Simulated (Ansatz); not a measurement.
**B(OMe2)H3 (C2H9BO): one molecule under many settings**

Aim: run B(OMe2)H3 (C2H9BO) under a spread of inputs, and see what each costs and gives.

Computed with Ansatz 0.2.0, Gaussian basis. Level: the settings change from run to run.

### 1 The geometry

The geometry comes from an earlier relaxation with PBE-D4/def2-SVP; it is a stationary point, not always the lowest conformer.

13 atoms, charge 0, spin multiplicity 1.

Atoms are counted from 1 here; the program's logs count them from 0.

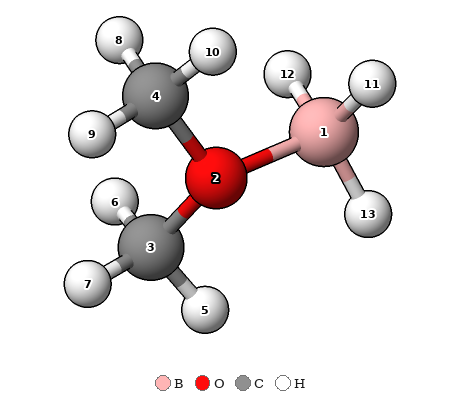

The geometry (boron pink, oxygen red, carbon grey, hydrogen white); atoms are numbered from 1 in the order of the file.

### 2 BHLYP/def2-TZVP

This run has unrestricted orbitals, atoms shaken by 0.08 Å, D3(BJ) with three-body dispersion.

in.yaml

```yaml
crystal:
  periodic: [false, false, false]
  atoms:
    - {symbol: B, position_ang: [0.119153, -0.447482, -1.574563]}
    - {symbol: O, position_ang: [0.259987, -0.339541, 0.356992]}
    - {symbol: C, position_ang: [-1.210819, -0.480604, 0.718855]}
    - {symbol: C, position_ang: [0.945728, 0.814084, 0.727263]}
    - {symbol: H, position_ang: [-1.612316, -1.403457, 0.256826]}
    - {symbol: H, position_ang: [-1.862214, 0.316482, 0.658663]}
    - {symbol: H, position_ang: [-0.981106, -0.635950, 1.853333]}
    - {symbol: H, position_ang: [0.594802, 1.906435, 0.496898]}
    - {symbol: H, position_ang: [1.109360, 0.616186, 1.806861]}
    - {symbol: H, position_ang: [1.997027, 0.865797, 0.261235]}
    - {symbol: H, position_ang: [1.375716, -0.024722, -1.807216]}
    - {symbol: H, position_ang: [-0.419645, 0.663340, -1.653491]}
    - {symbol: H, position_ang: [-0.465372, -1.302652, -1.830263]}
basis:
  gaussian: {orbitals: def2-TZVP}
magnetization: {spin_polarized: true, initial_magnetization: 0}
hamiltonian: {xc: {name: BHLYP}, dispersion: d3bjatm}
scf: {omitted_lower_state_checks: [starts]}
output: {forces: true}
```

The run is started by

```console
$ ansatz run in.yaml --threads 4 --pin off --events-out ev --progress --plain --max-ram 3916MiB
```

Standard output, shortened:

```text
Functional definition: BHLYP
  name "BHLYP"
  cite "Becke, J. Chem. Phys. 98, 1372 (1993) doi:10.1063/1.464304"
  cite "Becke, Phys. Rev. A 38, 3098 (1988) doi:10.1103/PhysRevA.38.3098"
  cite "Lee, Yang & Parr, Phys. Rev. B 37, 785 (1988) doi:10.1103/PhysRevB.37.785"
[...]
1224 factors; their error is unknown
[...]
mean field -4939.98117391 eV, -181.5409597018 hartree, gradient 3.9e-5 eV, S^2 0.000000; 0 other end points of the search recorded, 0 dependent functions left out
[...]
reference -4939.98136538 eV, -181.5409667382 hartree; 17, 17 occupied and 161, 161 virtual orbitals, 1224 factors
Total energy: -4940.24965884 eV, -181.5508263410 hartree
Atom 0 at     0.119153    -0.447482    -1.574563 Å, force     4.307363     6.703459     1.161147 eV/Å
Atom 1 at     0.259987    -0.339541     0.356992 Å, force    -3.035570    -0.069908    -3.618197 eV/Å
Atom 2 at    -1.210819    -0.480604     0.718855 Å, force     3.996703    -2.708912     4.036601 eV/Å
Atom 3 at     0.945728     0.814084     0.727263 Å, force     2.321563     1.818889     1.111588 eV/Å
Atom 4 at    -1.612316    -1.403457     0.256826 Å, force     0.732952     0.949539     0.293959 eV/Å
Atom 5 at    -1.862214     0.316482     0.658663 Å, force    -0.543617     1.993869    -0.981686 eV/Å
Atom 6 at    -0.981106    -0.635950     1.853333 Å, force    -1.511629    -0.119030    -1.909502 eV/Å
Atom 7 at     0.594802     1.906435     0.496898 Å, force    -0.459154    -2.582026     0.417613 eV/Å
Atom 8 at     1.109360     0.616186     1.806861 Å, force    -0.053192     1.150736    -0.497244 eV/Å
Atom 9 at     1.997027     0.865797     0.261235 Å, force    -1.910747    -0.857966     0.507484 eV/Å
Atom 10 at     1.375716    -0.024722    -1.807216 Å, force    -1.962824    -1.867776     0.158439 eV/Å
Atom 11 at    -0.419645     0.663340    -1.653491 Å, force    -0.329665    -0.914374     0.007534 eV/Å
Atom 12 at    -0.465372    -1.302652    -1.830263 Å, force    -1.552182    -3.496500    -0.687737 eV/Å
Dipole moment:    -0.271000     0.138358     0.661134 e Å
Checks for a lower state left out: starts
```

It took 3.3 s on 4 threads of Arm Neoverse V2, shared host.

Largest force 8.052 eV/Å, dipole 3.50 D, ⟨S²⟩ 0.000.

### 3 wB97/6-31G

Options: atoms shaken by 0.08 Å.

in.yaml

```yaml
crystal:
  periodic: [false, false, false]
  atoms:
    - {symbol: B, position_ang: [0.241314, -0.174191, -1.571121]}
    - {symbol: O, position_ang: [0.288731, -0.329633, 0.140124]}
    - {symbol: C, position_ang: [-1.243465, -0.529807, 0.792060]}
    - {symbol: C, position_ang: [1.022525, 0.678700, 0.800838]}
    - {symbol: H, position_ang: [-1.555766, -1.371914, 0.381494]}
    - {symbol: H, position_ang: [-1.795442, 0.375389, 0.640636]}
    - {symbol: H, position_ang: [-0.941482, -0.467670, 1.795821]}
    - {symbol: H, position_ang: [0.454043, 1.812441, 0.542420]}
    - {symbol: H, position_ang: [1.055345, 0.674150, 1.797511]}
    - {symbol: H, position_ang: [1.923980, 0.650513, 0.190974]}
    - {symbol: H, position_ang: [1.362157, -0.229529, -1.762519]}
    - {symbol: H, position_ang: [-0.428705, 0.664794, -1.740539]}
    - {symbol: H, position_ang: [-0.398625, -1.428594, -1.772087]}
basis:
  gaussian: {orbitals: 6-31G}
hamiltonian: {xc: {name: wB97}}
output: {forces: true}
```

Same command.

Standard output, shortened:

```text
Functional definition: wB97
  name "wB97"
  cite "Chai & Head-Gordon, J. Chem. Phys. 128, 084106 (2008) doi:10.1063/1.2834918"
  cite "Becke, J. Chem. Phys. 107, 8554 (1997) doi:10.1063/1.475007"
[...]
  # The coefficients of nought are those of the uniform gas.
[...]
      + integral(e_c_pw_opposite_spin*poly(b97_u_opposite, 1, cos1, cos2, cos3, cos4))
743 factors; integrals over basis functions are off by at most 2.2e-4 eV
344 factors; integrals over basis functions are off by at most 1.6e-5 eV
[...]
mean field -4938.19091991 eV, -181.4751690806 hartree, gradient 7.9e-5 eV, S^2 0.000000; 0 other end points of the search recorded, 0 dependent functions left out
[...]
reference -4938.19091299 eV, -181.4751688263 hartree; 17, 17 occupied and 37, 37 virtual orbitals, 743 factors
Total energy: -4938.19091299 eV, -181.4751688263 hartree
[...]
Atom 3 at     1.022525     0.678700     0.800838 Å, force    -1.736507     4.800678    -5.953686 eV/Å
Atom 4 at    -1.555766    -1.371914     0.381494 Å, force    -1.631699    -4.059000    -1.779192 eV/Å
Atom 5 at    -1.795442     0.375389     0.640636 Å, force    -0.509999     0.523233    -1.045459 eV/Å
Atom 6 at    -0.941482    -0.467670     1.795821 Å, force     0.018114    -1.002019     1.835962 eV/Å
Atom 7 at     0.454043     1.812441     0.542420 Å, force     1.686468    -3.030967     0.586590 eV/Å
Atom 8 at     1.055345     0.674150     1.797511 Å, force     0.542333    -0.943113     4.322511 eV/Å
Atom 9 at     1.923980     0.650513     0.190974 Å, force     0.677767     0.470554     0.858239 eV/Å
Atom 10 at     1.362157    -0.229529    -1.762519 Å, force     1.815635     0.279011    -0.802008 eV/Å
Atom 11 at    -0.428705     0.664794    -1.740539 Å, force    -2.061188     3.223905    -0.808688 eV/Å
Atom 12 at    -0.398625    -1.428594    -1.772087 Å, force     1.173780     2.385117     0.025525 eV/Å
Dipole moment:    -0.262098     0.294880     1.022787 e Å
```

Wall time 1.7 s (4 threads of Arm Neoverse V2, shared host).

Largest force 7.843 eV/Å, dipole 5.27 D.

### 4 B2GP-PLYP/6-31G

Set apart from the defaults: coordinates scaled by 1.25.

in.yaml

```yaml
crystal:
  periodic: [false, false, false]
  atoms:
    - {symbol: B, position_ang: [0.238844, -0.417194, -1.868673]}
    - {symbol: O, position_ang: [0.250552, -0.423565, 0.196460]}
    - {symbol: C, position_ang: [-1.382425, -0.602365, 0.924129]}
    - {symbol: C, position_ang: [1.200819, 0.922261, 0.913292]}
    - {symbol: H, position_ang: [-1.950219, -1.715692, 0.341129]}
    - {symbol: H, position_ang: [-2.157493, 0.516533, 0.647926]}
    - {symbol: H, position_ang: [-1.249782, -0.779342, 2.291748]}
    - {symbol: H, position_ang: [0.592382, 2.140294, 0.639181]}
    - {symbol: H, position_ang: [1.303138, 0.723874, 2.280582]}
    - {symbol: H, position_ang: [2.445080, 0.881143, 0.320058]}
    - {symbol: H, position_ang: [1.729319, -0.407282, -2.227629]}
    - {symbol: H, position_ang: [-0.518702, 0.874459, -2.239001]}
    - {symbol: H, position_ang: [-0.501513, -1.713123, -2.219190]}
basis:
  gaussian: {orbitals: 6-31G}
hamiltonian: {xc: {name: B2GP-PLYP}}
scf: {omitted_lower_state_checks: [starts]}
output: {forces: true}
```

Same command.

Standard output, shortened:

```text
Functional definition: B2GP-PLYP
  name "B2GP-PLYP"
  cite "Karton, Tarnopolsky, Lamère, Schatz & Martin, J. Phys. Chem. A 112, 12868 (2008) doi:10.1021/jp801805p"
  cite "Becke, Phys. Rev. A 38, 3098 (1988) doi:10.1103/PhysRevA.38.3098"
  cite "Lee, Yang & Parr, Phys. Rev. B 37, 785 (1988) doi:10.1103/PhysRevB.37.785"
[...]
747 factors; integrals over basis functions are off by at most 2.7e-4 eV
[...]
mean field -4916.35012305 eV, -180.6725346004 hartree, gradient 9.9e-6 eV, S^2 0.000000; 0 other end points of the search recorded, 0 dependent functions left out
4 core orbitals not correlated: weight in the atoms' cores, before any rotation towards them, 1.000 or more for the frozen orbitals, at most 0.000 for the correlated occupied ones
reference -4916.35024537 eV, -180.6725390955 hartree; 13, 13 occupied and 37, 37 virtual orbitals, 747 factors
[...]
Atom 4 at    -1.950219    -1.715692     0.341129 Å, force     2.317306     3.869557     1.856306 eV/Å
Atom 5 at    -2.157493     0.516533     0.647926 Å, force     2.837671    -3.735495     0.860817 eV/Å
Atom 6 at    -1.249782    -0.779342     2.291748 Å, force    -0.208459     0.641844    -4.729405 eV/Å
Atom 7 at     0.592382     2.140294     0.639181 Å, force     1.910294    -4.285550     0.855363 eV/Å
Atom 8 at     1.303138     0.723874     2.280582 Å, force    -0.500896     0.481156    -4.726744 eV/Å
Atom 9 at     2.445080     0.881143     0.320058 Å, force    -4.491692    -0.158707     1.894134 eV/Å
Atom 10 at     1.729319    -0.407282    -2.227629 Å, force    -3.537516    -0.011191     1.178113 eV/Å
Atom 11 at    -0.518702     0.874459    -2.239001 Å, force     1.779007    -3.031864     1.107693 eV/Å
Atom 12 at    -0.501513    -1.713123    -2.219190 Å, force     1.748306     3.082540     1.157999 eV/Å
Dipole moment:    -0.200797     0.347401     1.068722 e Å
Checks for a lower state left out: starts
```

It took 1.6 s on 4 threads of Arm Neoverse V2, shared host.

Largest force 4.877 eV/Å, dipole 5.48 D.

### 5 r2SCANh/def2-mTZVPP

Options: atoms shaken by 0.08 Å.

in.yaml

```yaml
crystal:
  periodic: [false, false, false]
  atoms:
    - {symbol: B, position_ang: [0.154445, -0.340575, -1.466977]}
    - {symbol: O, position_ang: [0.376967, -0.404909, 0.155315]}
    - {symbol: C, position_ang: [-0.967638, -0.451496, 0.809704]}
    - {symbol: C, position_ang: [0.954232, 0.678839, 0.777765]}
    - {symbol: H, position_ang: [-1.586858, -1.337955, 0.218953]}
    - {symbol: H, position_ang: [-1.665492, 0.360026, 0.581714]}
    - {symbol: H, position_ang: [-0.988947, -0.675358, 1.745849]}
    - {symbol: H, position_ang: [0.469417, 1.809233, 0.589327]}
    - {symbol: H, position_ang: [1.335393, 0.525140, 1.857517]}
    - {symbol: H, position_ang: [2.045243, 0.754000, 0.304875]}
    - {symbol: H, position_ang: [1.344087, -0.406739, -1.786872]}
    - {symbol: H, position_ang: [-0.335400, 0.654185, -1.767764]}
    - {symbol: H, position_ang: [-0.447221, -1.332179, -1.890851]}
basis:
  gaussian: {orbitals: def2-mTZVPP}
hamiltonian: {xc: {name: r2SCANh}}
```

Same command.

Standard output, shortened:

```text
Functional definition: r2SCANh
  name "r2SCANh"
  cite "Bursch, Neugebauer, Ehlert & Grimme, J. Chem. Phys. 156, 134105 (2022) doi:10.1063/5.0086040"
  cite "Furness, Kaplan, Ning, Perdew & Sun, J. Phys. Chem. Lett. 11, 8208 (2020) doi:10.1021/acs.jpclett.0c02405"
  cite "Furness, Kaplan, Ning, Perdew & Sun, J. Phys. Chem. Lett. 11, 9248 (2020) doi:10.1021/acs.jpclett.0c03077"
  parent r2scan
[...]
1215 factors; their error is unknown
[...]
mean field -4939.54821225 eV, -181.5250486543 hartree, gradient 6.8e-5 eV, S^2 0.000000; 0 other end points of the search recorded, 0 dependent functions left out
reference -4939.54822416 eV, -181.5250490917 hartree; 17, 17 occupied and 109, 109 virtual orbitals, 1215 factors
Total energy: -4939.54822416 eV, -181.5250490917 hartree
```

Wall time 1.8 s (4 threads of Arm Neoverse V2, shared host).

### 6 All runs side by side

| level | charge | multiplicity | geometry | functions | energy (eV) | time |
| --- | --- | --- | --- | --- | --- | --- |
| BHLYP/def2-TZVP | 0 | 1 | shaken | 178 | -4940.250 | 3.3 s |
| wB97/6-31G | 0 | 1 | shaken | 54 | -4938.191 | 1.7 s |
| B2GP-PLYP/6-31G | 0 | 1 | scaled | 54 | -4921.845 | 1.6 s |
| r2SCANh/def2-mTZVPP | 0 | 1 | shaken | 126 | -4939.548 | 1.8 s |

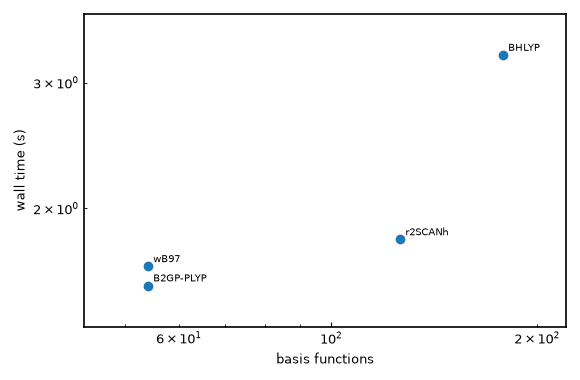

Wall time against the number of basis functions (shared host).

### 7 What came out

| quantity | value |
| --- | --- |
| runs | 4 |
| quickest | B2GP-PLYP/6-31G, 1.6 s |
| slowest | BHLYP/def2-TZVP, 3.3 s |

What this shows: The runs differ in state or geometry as well as level, so their energies can't be set against each other. Run time spans a factor of 2, from B2GP-PLYP/6-31G to BHLYP/def2-TZVP. The jobs differ in tasks and options as well as level.
